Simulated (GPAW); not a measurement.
**Calculation of the molecule and its ions, with input and output: CH3GaS (part 2 of 3)**

The same run, continued: CH3GaS; revPBE/dzp, scalar-relativistic datasets (GPAW 26.7.0). The geometry comes from this level: GFN2-xTB.

Geometry of the input (Å):
```
C  -0.4176  0.0806  -0.7195
S  0.6158  -1.5525  -0.1709
Ga 0.4515  0.2327  1.0540
H  -1.4496  -0.2304  -0.8704
H  0.0213  0.4388  -1.6487
H  0.7788  1.0307  2.3554
```

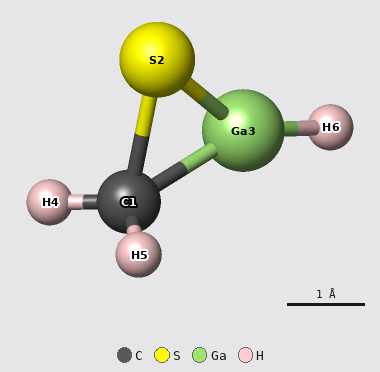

*The input geometry (ball-and-stick view, seen at a tilt; atoms are numbered from 1 in the order of the input). Sticks mark near contacts.*

What the program printed, continued
```
Fermi level: -3.756
Eigenvalues  # (at kpt = [0.000, 0.000, 0.000])
| band index |      eig [eV] | occ [0-2] |
|------------|---------------|-----------|
|          0 |       -18.271 |     2.000 |
|          1 |       -14.748 |     2.000 |
|          2 |       -11.004 |     2.000 |
|          3 |       -10.084 |     2.000 |
|          4 |        -8.997 |     2.000 |
|          5 |        -7.131 |     2.000 |
|          6 |        -5.749 |     2.000 |
|          7 |        -5.564 |     2.000 |
|          8 |        -1.948 |     0.000 |
|          9 |        -1.181 |     0.000 |
|         10 |        -0.291 |     0.000 |
|         11 |         0.191 |     0.000 |
|         12 |         3.001 |     0.000 |
|         13 |         3.265 |     0.000 |

Gap: 3.616 eV
Transition (v -> c):
  (s=0, k=0, n=7, [0.00, 0.00, 0.00]) -> (s=0, k=0, n=8, [0.00, 0.00, 0.00])
No difference between direct/indirect transitions
vacuum-level: 0.000  # V
neutral       -22.50667 eV
  __  _  _
 | _ |_)|_||  |
 |__||  | ||/\| - 26.7.0

units:  Angstrom and eV
cores:  1
OpenMP: False

Versions:
  Python: 3.12.14
  ASE:    3.29.0
  Numpy:  2.5.5
  Scipy:  1.18.1
  Libxc:  7.0.0

        _gpaw.cpython-312-x86_64-linux-gnu.so

Input parameters:
  mode=LCAO(),
  basis={'default': 'dzp'},
  charge=1,
  h=0.22,
  maxiter=100,
  occupations=Occupations(name='fermi-dirac', width=0.0, fixmagmom=True),
  symmetry=Symmetry(point_group=False, time_reversal=False),
  xc=XC(name='revPBE')

timing:  # [seconds]
  Total: 5.956  # ━━━━━━━━━━━━━━━━━━━━━━━━━━━━━━━━━━━━━━━━━━━━━━━━━━━━━━━━━━━
  Init:  2.483  # ━━━━━━━━━━━━━━━━━━━━━━━━╸
  SCF:   3.431  # ━━━━━━━━━━━━━━━━━━━━━━━━━━━━━━━━━━

Max RSS: 450.613  # MiB
        .---------------------------.
       /|                           |
      / |                           |
     /  |                           |
    /   |                           |
   /    |                           |
  /     |                           |
 *      |                           |
 |      |             H             |
 |      |                           |
 |      |            Ga             |
 |      |                           |
 |      |                           |
 |      |       H  CS               |
 |      |           H               |
 |      |                           |
 |      .---------------------------.
 |     /                           /
 |    /                           /
 |   /                           /
 |  /                           /
 | /                           /
 |/                           /
 *---------------------------*

Atoms  # Å, Bohr magnetons
|   | symbol |        x |        y |        z |    initial magnetic moments |
|---|--------|----------|----------|----------|-----------------------------|
| 0 |      C | 5.531960 | 6.133100 | 5.429200 | ( 0.0000,  0.0000,  0.1667) |
| 1 |      S | 6.565350 | 4.500000 | 5.977780 | ( 0.0000,  0.0000,  0.1667) |
| 2 |     Ga | 6.401080 | 6.285160 | 7.202720 | ( 0.0000,  0.0000,  0.1667) |
| 3 |      H | 4.500000 | 5.822050 | 5.278320 | ( 0.0000,  0.0000,  0.1667) |
| 4 |      H | 5.970850 | 6.491280 | 4.500000 | ( 0.0000,  0.0000,  0.1667) |
| 5 |      H | 6.728360 | 7.083110 | 8.504060 | ( 0.0000,  0.0000,  0.1667) |

Unit cell  # Å
| periodic |         x |         y |         z |   lengths |    angles |
|----------|-----------|-----------|-----------|-----------|-----------|
|       no | 11.228360 |  0.000000 |  0.000000 | 11.228360 | 90.000000 |
|       no |  0.000000 | 11.583110 |  0.000000 | 11.583110 | 90.000000 |
|       no |  0.000000 |  0.000000 | 13.004060 | 13.004060 | 90.000000 |

Number of symmetries: 1
Symmetry operations  # r_c * U_cc + t_c -> r_c
|   | kind |            matrix            |
|---|------|------------------------------|
| 0 |  E   |  1, 0, 0,  0, 1, 0,  0, 0, 1 |

BZ-sampling:
  Number of BZ points: 1
  Number of IBZ points: 1

  Monkhorst-Pack size: [1, 1, 1]
  Monkhorst-Pack shift: [0, 0, 0]

K-points  # in reciprocal-cell coordinates
|   |                                coordinates |     weight |
|---|--------------------------------------------|------------|
| 0 | (  0.00000000,   0.00000000,   0.00000000) | 1.00000000 |

basis functions: 54
Spin-components: 2 (collinear spins)
Bands:           14
Projectors:      24
Spin-degeneracy: 1
Datatype:        <class 'float'>

  Storage: CPU
  Wave functions: 12_096 bytes (12_096 per core)

Parallelization:
  kpt:    1
  domain: 1
  band:   1

Density:
  Valence electrons: 16.0
  Components: 2
  Grid points: [52 52 60]
  Charge: 1.0  # |e|

Potential:
  Grid points: [52 52 60]

species:
  C:
    name:    Carbon
    Z:       6.0
    valence: 4
    core:    2
    charge:  0.0  # [|e|]
    file:    C.revPBE.gz
    compensation charges:
      type: gauss
      rc: 0.20  # [Å]
      lmax: 2
    cutoffs:
      filter: 1.14  # [Å]
      core: 1.14  # [Å]
    projectors
    | kind |    occ | energy [eV] | rcut [Å] |
    |------|--------|-------------|----------|
    |   2s |  2.000 |     -13.783 |    0.635 |
    |   2p |  2.000 |      -5.237 |    0.635 |
    |    s |        |      13.429 |    0.635 |
    |    p |        |      21.974 |    0.635 |
    |    d |        |       0.000 |    0.635 |

    LCAO basis set for C:
      Name: dzp
      File: C.dzp.basis.gz
      Number of radial functions: 5
      Number of spherical harmonics: 13
        l=0, rc=5.5469 Bohr: 2s-sz confined orbital
        l=1, rc=6.6719 Bohr: 2p-sz confined orbital
        l=0, rc=3.0312 Bohr: 2s-dz split-valence wave
        l=1, rc=3.7500 Bohr: 2p-dz split-valence wave
        l=2, rc=6.6719 Bohr: d-type Gaussian polarization
      Number of RI-basis functions 0

  S:
    name:    Sulfur
    Z:       16.0
    valence: 6
    core:    10
    charge:  0.0  # [|e|]
    file:    S.revPBE.gz
    compensation charges:
      type: gauss
      rc: 0.24  # [Å]
      lmax: 2
    cutoffs:
      filter: 1.77  # [Å]
      core: 1.66  # [Å]
    projectors
    | kind |    occ | energy [eV] | rcut [Å] |
    |------|--------|-------------|----------|
    |   3s |  2.000 |     -17.230 |    0.974 |
    |   3p |  4.000 |      -6.978 |    0.979 |
    |    s |        |       9.981 |    0.974 |
    |    p |        |      20.234 |    0.979 |
    |    d |        |       0.000 |    0.900 |

    LCAO basis set for S:
      Name: dzp
      File: S.dzp.basis.gz
      Number of radial functions: 5
      Number of spherical harmonics: 13
        l=0, rc=5.5156 Bohr: 3s-sz confined orbital
        l=1, rc=6.9375 Bohr: 3p-sz confined orbital
        l=0, rc=3.0469 Bohr: 3s-dz split-valence wave
        l=1, rc=3.9375 Bohr: 3p-dz split-valence wave
        l=2, rc=6.9375 Bohr: d-type Gaussian polarization
      Number of RI-basis functions 0

  Ga:
    name:    Gallium
    Z:       31.0
    valence: 3
    core:    28
    charge:  0.0  # [|e|]
    file:    Ga.revPBE.gz
    compensation charges:
      type: gauss
      rc: 0.37  # [Å]
      lmax: 2
    cutoffs:
      filter: 2.06  # [Å]
      core: 4.17  # [Å]
    projectors
    | kind |    occ | energy [eV] | rcut [Å] |
    |------|--------|-------------|----------|
    |   4s |  2.000 |      -8.879 |    1.164 |
    |   4p |  1.000 |      -2.530 |    1.164 |
    |    s |        |      18.332 |    1.164 |
    |    p |        |      24.682 |    1.164 |
    |    d |        |       0.000 |    1.164 |

    LCAO basis set for Ga:
      Name: dzp
      File: Ga.dzp.basis.gz
      Number of radial functions: 5
      Number of spherical harmonics: 13
        l=0, rc=7.2656 Bohr: 4s-sz confined orbital
        l=1, rc=10.3438 Bohr: 4p-sz confined orbital
        l=0, rc=4.1406 Bohr: 4s-dz split-valence wave
        l=1, rc=6.0938 Bohr: 4p-dz split-valence wave
        l=2, rc=10.3438 Bohr: d-type Gaussian polarization
      Number of RI-basis functions 0

  H:
    name:    Hydrogen
    Z:       1.0
    valence: 1
    core:    0
    charge:  0.0  # [|e|]
    file:    H.revPBE.gz
    compensation charges:
      type: gauss
      rc: 0.15  # [Å]
      lmax: 2
    cutoffs:
      filter: 0.85  # [Å]
      core: 0.53  # [Å]
    projectors
    | kind |    occ | energy [eV] | rcut [Å] |
    |------|--------|-------------|----------|
    |   1s |  1.000 |      -6.547 |    0.476 |
    |    s |        |      20.664 |    0.476 |
    |    p |        |       0.000 |    0.476 |

    LCAO basis set for H:
      Name: dzp
      File: H.dzp.basis.gz
      Number of radial functions: 3
      Number of spherical harmonics: 5
        l=0, rc=6.4219 Bohr: 1s-sz confined orbital
        l=0, rc=3.6094 Bohr: 1s-dz split-valence wave
        l=1, rc=6.4219 Bohr: p-type Gaussian polarization
      Number of RI-basis functions 0

Reference energy: -64816.217615  # eV

eigensolver:
  <gpaw.new.lcao.eigensolver.LCAOEigensolver object at 0x76c8777e8350>
density mixing:
  MSR1-Mixer
  Pratt-step length: 0.05
  Maximum mixing coefficient: 0.75
  Old densities: 10
  SVD Regularization: 0.005
  Good broyden scale: 1.0
  Trust region scale: 1.0
  Backstep threshold: 4.0
  History deletion threshold: 6.0
  Fourier metric: weight=20.0, sigma=0.015

occupation numbers:
  Fixed magnetic moment: 1.000
  # Zero width

FastPoissonSolver using
    Stencil: 6*3+1=19 point O(h^6) finite-difference Laplacian
    FFT axes: []
    FST axes: [np.int64(0), np.int64(1), np.int64(2)]

xc functional:
  name: revPBE with 2 nearest neighbor stencil
interpolation: tri-quintic # 5. degree polynomial

        .---------------------------.
       /|                           |
      / |                           |
     /  |                           |
    /   |                           |
   /    |                           |
  /     |                           |
 *      |                           |
 |      |             H             |
 |      |                           |
 |      |            Ga             |
 |      |                           |
 |      |                           |
 |      |       H  CS               |
 |      |           H               |
 |      |                           |
 |      .---------------------------.
 |     /                           /
 |    /                           /
 |   /                           /
 |  /                           /
 | /                           /
 |/                           /
 *---------------------------*

Atoms  # Å, Bohr magnetons
|   | symbol |        x |        y |        z |    initial magnetic moments |
|---|--------|----------|----------|----------|-----------------------------|
| 0 |      C | 5.531960 | 6.133100 | 5.429200 | ( 0.0000,  0.0000,  0.1667) |
| 1 |      S | 6.565350 | 4.500000 | 5.977780 | ( 0.0000,  0.0000,  0.1667) |
| 2 |     Ga | 6.401080 | 6.285160 | 7.202720 | ( 0.0000,  0.0000,  0.1667) |
| 3 |      H | 4.500000 | 5.822050 | 5.278320 | ( 0.0000,  0.0000,  0.1667) |
| 4 |      H | 5.970850 | 6.491280 | 4.500000 | ( 0.0000,  0.0000,  0.1667) |
| 5 |      H | 6.728360 | 7.083110 | 8.504060 | ( 0.0000,  0.0000,  0.1667) |

Unit cell  # Å
| periodic |         x |         y |         z |   lengths |    angles |
|----------|-----------|-----------|-----------|-----------|-----------|
|       no | 11.228360 |  0.000000 |  0.000000 | 11.228360 | 90.000000 |
|       no |  0.000000 | 11.583110 |  0.000000 | 11.583110 | 90.000000 |
|       no |  0.000000 |  0.000000 | 13.004060 | 13.004060 | 90.000000 |

Number of symmetries: 1
Symmetry operations  # r_c * U_cc + t_c -> r_c
|   | kind |            matrix            |
|---|------|------------------------------|
| 0 |  E   |  1, 0, 0,  0, 1, 0,  0, 0, 1 |

BZ-sampling:
  Number of BZ points: 1
  Number of IBZ points: 1

  Monkhorst-Pack size: [1, 1, 1]
  Monkhorst-Pack shift: [0, 0, 0]

K-points  # in reciprocal-cell coordinates
|   |                                coordinates |     weight |
|---|--------------------------------------------|------------|
| 0 | (  0.00000000,   0.00000000,   0.00000000) | 1.00000000 |

basis functions: 54
Spin-components: 2 (collinear spins)
Bands:           14
Projectors:      24
Spin-degeneracy: 1
Datatype:        <class 'float'>

  Storage: CPU
  Wave functions: 12_096 bytes (12_096 per core)

Parallelization:
  kpt:    1
  domain: 1
  band:   1

Density:
  Valence electrons: 16.0
  Components: 2
  Grid points: [52 52 60]
  Charge: 1.0  # |e|

Potential:
  Grid points: [52 52 60]

species:
  C:
    name:    Carbon
    Z:       6.0
    valence: 4
    core:    2
    charge:  0.0  # [|e|]
    file:    C.revPBE.gz
    compensation charges:
      type: gauss
      rc: 0.20  # [Å]
      lmax: 2
    cutoffs:
      filter: 1.14  # [Å]
      core: 1.14  # [Å]
    projectors
    | kind |    occ | energy [eV] | rcut [Å] |
    |------|--------|-------------|----------|
    |   2s |  2.000 |     -13.783 |    0.635 |
    |   2p |  2.000 |      -5.237 |    0.635 |
    |    s |        |      13.429 |    0.635 |
    |    p |        |      21.974 |    0.635 |
    |    d |        |       0.000 |    0.635 |

    LCAO basis set for C:
      Name: dzp
      File: C.dzp.basis.gz
      Number of radial functions: 5
      Number of spherical harmonics: 13
        l=0, rc=5.5469 Bohr: 2s-sz confined orbital
        l=1, rc=6.6719 Bohr: 2p-sz confined orbital
        l=0, rc=3.0312 Bohr: 2s-dz split-valence wave
        l=1, rc=3.7500 Bohr: 2p-dz split-valence wave
        l=2, rc=6.6719 Bohr: d-type Gaussian polarization
      Number of RI-basis functions 0

  S:
    name:    Sulfur
    Z:       16.0
    valence: 6
    core:    10
    charge:  0.0  # [|e|]
    file:    S.revPBE.gz
    compensation charges:
      type: gauss
      rc: 0.24  # [Å]
      lmax: 2
    cutoffs:
      filter: 1.77  # [Å]
      core: 1.66  # [Å]
    projectors
    | kind |    occ | energy [eV] | rcut [Å] |
    |------|--------|-------------|----------|
    |   3s |  2.000 |     -17.230 |    0.974 |
    |   3p |  4.000 |      -6.978 |    0.979 |
    |    s |        |       9.981 |    0.974 |
    |    p |        |      20.234 |    0.979 |
    |    d |        |       0.000 |    0.900 |

    LCAO basis set for S:
      Name: dzp
      File: S.dzp.basis.gz
      Number of radial functions: 5
      Number of spherical harmonics: 13
        l=0, rc=5.5156 Bohr: 3s-sz confined orbital
        l=1, rc=6.9375 Bohr: 3p-sz confined orbital
        l=0, rc=3.0469 Bohr: 3s-dz split-valence wave
        l=1, rc=3.9375 Bohr: 3p-dz split-valence wave
        l=2, rc=6.9375 Bohr: d-type Gaussian polarization
      Number of RI-basis functions 0

  Ga:
    name:    Gallium
    Z:       31.0
    valence: 3
    core:    28
    charge:  0.0  # [|e|]
    file:    Ga.revPBE.gz
    compensation charges:
      type: gauss
      rc: 0.37  # [Å]
      lmax: 2
    cutoffs:
      filter: 2.06  # [Å]
      core: 4.17  # [Å]
    projectors
    | kind |    occ | energy [eV] | rcut [Å] |
    |------|--------|-------------|----------|
    |   4s |  2.000 |      -8.879 |    1.164 |
    |   4p |  1.000 |      -2.530 |    1.164 |
    |    s |        |      18.332 |    1.164 |
    |    p |        |      24.682 |    1.164 |
    |    d |        |       0.000 |    1.164 |

    LCAO basis set for Ga:
      Name: dzp
      File: Ga.dzp.basis.gz
      Number of radial functions: 5
      Number of spherical harmonics: 13
        l=0, rc=7.2656 Bohr: 4s-sz confined orbital
        l=1, rc=10.3438 Bohr: 4p-sz confined orbital
        l=0, rc=4.1406 Bohr: 4s-dz split-valence wave
        l=1, rc=6.0938 Bohr: 4p-dz split-valence wave
        l=2, rc=10.3438 Bohr: d-type Gaussian polarization
      Number of RI-basis functions 0

  H:
    name:    Hydrogen
    Z:       1.0
    valence: 1
    core:    0
    charge:  0.0  # [|e|]
    file:    H.revPBE.gz
    compensation charges:
      type: gauss
      rc: 0.15  # [Å]
      lmax: 2
    cutoffs:
      filter: 0.85  # [Å]
      core: 0.53  # [Å]
    projectors
    | kind |    occ | energy [eV] | rcut [Å] |
    |------|--------|-------------|----------|
    |   1s |  1.000 |      -6.547 |    0.476 |
    |    s |        |      20.664 |    0.476 |
    |    p |        |       0.000 |    0.476 |

    LCAO basis set for H:
      Name: dzp
      File: H.dzp.basis.gz
      Number of radial functions: 3
      Number of spherical harmonics: 5
        l=0, rc=6.4219 Bohr: 1s-sz confined orbital
        l=0, rc=3.6094 Bohr: 1s-dz split-valence wave
        l=1, rc=6.4219 Bohr: p-type Gaussian polarization
      Number of RI-basis functions 0

Reference energy: -64816.217615  # eV

eigensolver:
  <gpaw.new.lcao.eigensolver.LCAOEigensolver object at 0x76c8776cc890>
density mixing:
  MSR1-Mixer
  Pratt-step length: 0.05
  Maximum mixing coefficient: 0.75
  Old densities: 10
  SVD Regularization: 0.005
  Good broyden scale: 1.0
  Trust region scale: 1.0
  Backstep threshold: 4.0
  History deletion threshold: 6.0
  Fourier metric: weight=20.0, sigma=0.015

occupation numbers:
  Fixed magnetic moment: 1.000
  # Zero width

FastPoissonSolver using
    Stencil: 6*3+1=19 point O(h^6) finite-difference Laplacian
    FFT axes: []
    FST axes: [np.int64(0), np.int64(1), np.int64(2)]

xc functional:
  name: revPBE with 2 nearest neighbor stencil
interpolation: tri-quintic # 5. degree polynomial

Initialization done in: 3.240 s

convergence criteria:
- Maximum [total energy] change in last 3 cyles: 0.0005 eV / valence electron
- Maximum integral of absolute [dens]ity change: 0.0001 electrons / valence electron
- Maximum integral of absolute [eigenst]ate change: 4e-08 eV^2 / valence electron
maximum number of iterations: 100
```
